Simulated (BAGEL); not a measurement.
**B3LYP/6-31G(d) (density fitting with qzvpp-jkfit, spherical functions) run of SiH2S (SMILES [SiH]S)**

What is the energy change on altering one bond length of SiH2S at B3LYP/6-31G* (density fitting with qzvpp-jkfit, spherical functions)? 

The results are computed with BAGEL 1.2.2.

2 further runs of the same task are left out: 2 set aside as unsound or not needed.

## Step 1: The molecule

The species is SiH2S (4 atoms), meant as a singlet with charge 0. SMILES: `[SiH]S`. Geometry: relaxed at PBE0-D4/def2-TZVP.

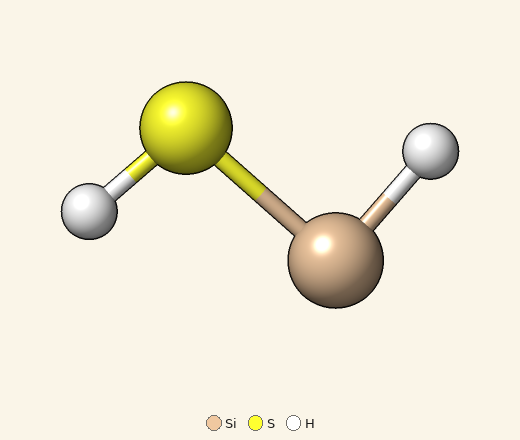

Viewed from a chosen angle; silicon light orange, sulfur yellow, hydrogen white.

## Step 2: The energy at B3LYP/6-31G(d) (density fitting with qzvpp-jkfit, spherical functions)

input.json reads:

```json
{ "bagel": [

{
  "title": "molecule",
  "basis": "6-31gs.json",
  "df_basis": "qzvpp-jkfit",
  "angstrom": "true",
  "geometry": [
    { "atom": "Si", "xyz": [      -0.262800,      -1.074400,       0.161100 ] },
    { "atom": "S", "xyz": [       0.190500,       0.958800,      -0.206600 ] },
    { "atom": "H", "xyz": [       1.017500,      -1.190800,       0.981400 ] },
    { "atom": "H", "xyz": [      -0.889700,       1.246000,      -0.956200 ] }
  ]
},

{
  "title": "ks",
  "xc_func": "b3lyp"
},

{
  "title": "print",
  "file": "orbitals.molden",
  "orbitals": "true"
}

]}
```

The basis set 6-31G* is read from a file made from the Basis Set Exchange's data (not shown).

Started as:

```bash
$ BAGEL_NUM_THREADS=1 BAGEL input.json > input.out
```

The log of the run:

```text
* using 1 threads per process

  ===============================================================
  ===============================================================

  *** Geometry ***

  { "atom" : "Si", "xyz" : [     -0.496620,     -2.030322,      0.304435 ] },
  { "atom" : "S", "xyz" : [      0.359993,      1.811869,     -0.390417 ] },
  { "atom" : "H", "xyz" : [      1.922796,     -2.250286,      1.854577 ] },
  { "atom" : "H", "xyz" : [     -1.681289,      2.354599,     -1.806956 ] },

  Number of auxiliary basis functions:      292

  Since a DF basis is specified, we compute 2- and 3-index integrals:
    o Being stored without compression. Storage requirement is 0.004 GB

  Number of basis functions:       40
  Number of electrons      :       32

    * METHOD: MOLECULE                             0.05

  *** Kohn-Sham DFT ***

    * Removing 5285 points whose weight is below 1.00e-10
    * Grid points: 54339

  === Nuclear Repulsion ===
    73.3930779373

       - DIIS with orbital gradients will be used.

  === KS iteration (b3lyp / 6-31gs.json) ===
      0       -677.08063805          0.14062502           0.08
      1       -673.82414792          0.15133507           0.07
      2       -677.05015519          0.12652862           0.07
      3       -688.01787973          0.05868934           0.07
      4       -688.73679738          0.02115612           0.07
      5       -688.84616433          0.00718241           0.07
      6       -688.85374644          0.00499195           0.07
      7       -688.86029743          0.00061439           0.07
      8       -688.86035883          0.00024391           0.07
      9       -688.86037146          0.00004927           0.07
     10       -688.86037203          0.00000503           0.07
     11       -688.86037204          0.00000074           0.07
     12       -688.86037204          0.00000035           0.07
     13       -688.86037204          0.00000009           0.07
     14       -688.86037204          0.00000002           0.07
     15       -688.86037204          0.00000001           0.07
    * SCF iteration converged.

    * Permanent dipole moment:
           (    0.242921,     0.012422,     0.144320) a.u.

    * METHOD: KS                                   1.22

    * METHOD: PRINT                                0.00

  ===============================================================
```

Run time: 1.4 s. Hardware: 1 thread of Arm Neoverse V2, shared host.

## Step 3: The distorted shape at the same level

job.json reads:

```json
{ "bagel" : [

{
  "title" : "molecule",
  "basis" : "6-31gs.json",
  "df_basis" : "qzvpp-jkfit",
  "angstrom" : "true",
  "geometry" : [
    { "atom" : "Si", "xyz" : [      -0.330791,      -1.379361,       0.216252 ] },
    { "atom" : "S", "xyz" : [       0.190500,       0.958800,      -0.206600 ] },
    { "atom" : "H", "xyz" : [       0.949509,      -1.495761,       1.036552 ] },
    { "atom" : "H", "xyz" : [      -0.889700,       1.246000,      -0.956200 ] }
  ]
},

{ "title" : "ks", "xc_func" : "b3lyp" },

{ "title" : "print", "file" : "orbitals.molden", "orbitals" : "true" }

]}
```

The basis set 6-31G* is read from a file made from the Basis Set Exchange's data (not shown).

Started as:

```bash
$ BAGEL_NUM_THREADS=1 BAGEL job.json > job.out
```

The log of the run:

```text
* using 1 threads per process

  ===============================================================
  ===============================================================

  *** Geometry ***

  { "atom" : "Si", "xyz" : [     -0.625104,     -2.606615,      0.408657 ] },
  { "atom" : "S", "xyz" : [      0.359993,      1.811869,     -0.390417 ] },
  { "atom" : "H", "xyz" : [      1.794312,     -2.826579,      1.958799 ] },
  { "atom" : "H", "xyz" : [     -1.681289,      2.354599,     -1.806956 ] },

  Number of auxiliary basis functions:      292

  Since a DF basis is specified, we compute 2- and 3-index integrals:
    o Being stored without compression. Storage requirement is 0.004 GB

  Number of basis functions:       40
  Number of electrons      :       32

    * METHOD: MOLECULE                             0.05

  *** Kohn-Sham DFT ***

    * Removing 4969 points whose weight is below 1.00e-10
    * Grid points: 54655

  === Nuclear Repulsion ===
    65.5102136029

       - DIIS with orbital gradients will be used.

  === KS iteration (b3lyp / 6-31gs.json) ===
      0       -677.76260634          0.12922891           0.08
      1       -673.09425438          0.14250174           0.07
      2       -676.27699813          0.12406185           0.07
      3       -688.27688273          0.04875432           0.07
      4       -688.68063874          0.02266021           0.07
      5       -688.82700545          0.00824966           0.07
      6       -688.83892396          0.00532068           0.07
      7       -688.84620255          0.00126148           0.07
      8       -688.84661843          0.00022972           0.07
      9       -688.84663075          0.00004814           0.07
     10       -688.84663142          0.00000542           0.07
     11       -688.84663143          0.00000102           0.07
     12       -688.84663143          0.00000045           0.07
     13       -688.84663143          0.00000005           0.07
     14       -688.84663143          0.00000001           0.07
    * SCF iteration converged.

    * Permanent dipole moment:
           (    0.329421,     0.513221,     0.038273) a.u.

    * METHOD: KS                                   1.14

    * METHOD: PRINT                                0.00

  ===============================================================
```

It took 1.4 s on 1 thread of Arm Neoverse V2, shared host.

## Step 4: Results

Level: B3LYP/6-31G* (density fitting with qzvpp-jkfit, spherical functions).

| quantity | value |
| --- | --- |
| first shape: total energy | -688.86037 Eh |
| first shape: dipole moment | 0.72 D |
| first shape: HOMO energy | -6.67 eV |
| first shape: LUMO energy | -2.65 eV |
| first shape: HOMO–LUMO gap | 4.03 eV |
| distorted shape: total energy | -688.84663 Eh |
| distorted shape: dipole moment | 1.55 D |
| distorted shape: HOMO energy | -7.02 eV |
| distorted shape: LUMO energy | -3.20 eV |
| distorted shape: HOMO–LUMO gap | 3.82 eV |
| energy change with the Si1–S2 bond stretched from 2.115 to 2.433 Å | 0.374 eV |

With the Si1–S2 bond stretched from 2.115 to 2.433 Å the energy rises by 0.37 eV (8.6 kcal/mol). The first shape isn't relaxed at this level, so the change isn't measured from a minimum.
